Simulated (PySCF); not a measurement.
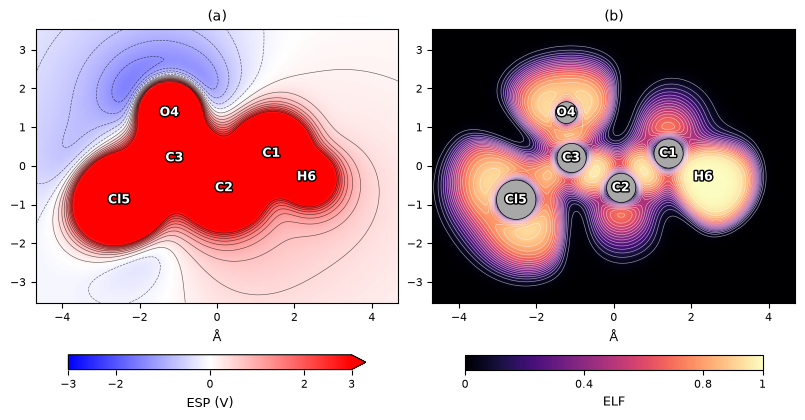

C3H5ClO (SMILES CCC(=O)Cl). (a) electrostatic potential; (b) ELF on the plane of atoms C2, C3 and O4. Grey discs cover the atomic cores in the ELF map.

Geometry: PBE0-D3(BJ)/def2-TZVP.

The calculation used PBE0/pcSseg-2, SCF density, gas phase, non-relativistic (PySCF 2.14.0).

```xyz
10

C    -1.1596   -0.4033   -0.1368
C     0.0574    0.4972   -0.1869
C     1.2815   -0.1475    0.3849
O     1.3725   -1.2138    0.8808
Cl    2.7201    0.9163    0.2522
H    -2.0296    0.1208   -0.5349
H    -1.3798   -0.7087    0.8866
H    -1.0039   -1.3081   -0.7255
H    -0.0956    1.4274    0.3699
H     0.3032    0.8091   -1.2063
```

**Describe what can be read from this map.**

The section cuts through C, O, Cl and H sites. C–O (1.18 Å): the ELF peaks at about 0.85 between the atoms: a multiple bond. C–C (1.50 Å): the ELF peaks at about 0.95 between the atoms; localised, covalent bonding. C–Cl (1.79 Å): the ELF peaks at about 0.85 between the atoms: a shared electron pair. C–H (1.09 Å): the ELF climbs to about 1 towards the hydrogen, as it does in any bond to H; an ordinary covalent bond to hydrogen. The ELF also peaks beside Cl5 and O4, away from the bonds: lone-pair regions. Outside the dense part of the molecule the potential is most negative (−1.5 V) near O4.
